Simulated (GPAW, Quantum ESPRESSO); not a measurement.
The F K edge of atom 2 in CdF2 (Fm-3m), with 4 Cd at 2.33 Å (tetrahedral, site symmetry -43m), was computed in 2 ways: full core hole (charged cell) and no core hole. Program and functional: Quantum ESPRESSO XSpectra, PBE, Lorentzian half width 0.3 eV up to 4 eV, rising linearly to 2.5 eV at 25 eV; cells of 3 and 18 atoms (the run without a hole in the smaller).

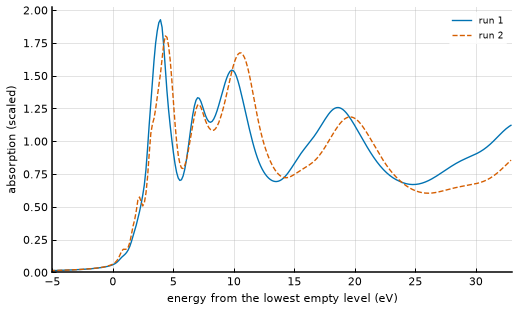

Each run is counted from its own lowest empty level or Fermi level and scaled to a mean of 1 over its first 20 eV. (XSpectra's own axis starts at xe0, in the gap; it has been shifted.)

Question: Which run is which?

Run 1: full core hole (charged cell) (area from −2 to 6 eV 4.9, main maxima 3.9 eV (1.93), 7.0 eV (1.33), 9.8 eV (1.54) and 18.6 eV (1.26)). Run 2: no core hole (area from −2 to 6 eV 4.9, main maxima 2.2 eV (0.57), 4.3 eV (1.80), 7.1 eV (1.28), 10.5 eV (1.67) and 19.6 eV (1.19)). With each curve scaled to its own mean, the area from −2 to 6 eV with the hole is 4.9 against 4.9, and the centre of weight from −1 to 20 eV moves by +0.1 eV (first and strongest maxima below 20 eV: 2.2 eV (0.57), 4.3 eV (1.80), 7.1 eV (1.28) and 10.5 eV (1.67) without the hole, 3.9 eV (1.93), 7.0 eV (1.33) and 9.8 eV (1.54) with it); the shape changes all the same, by 18 % r.m.s.

[Hosts, paths, dates, database ids (printed as entryN), source tags and the programs' standing remarks are cut or masked in the printed files.]

[Lists of maxima count a maximum above −3 eV only where it reaches 4 % of the highest in the window and stands out from its surroundings by 2 % of it (1.5 % where it reaches 55 %); shoulders and weaker maxima are passed over, and of the rest the first, up to two pre-edge ones and the few strongest are named.]
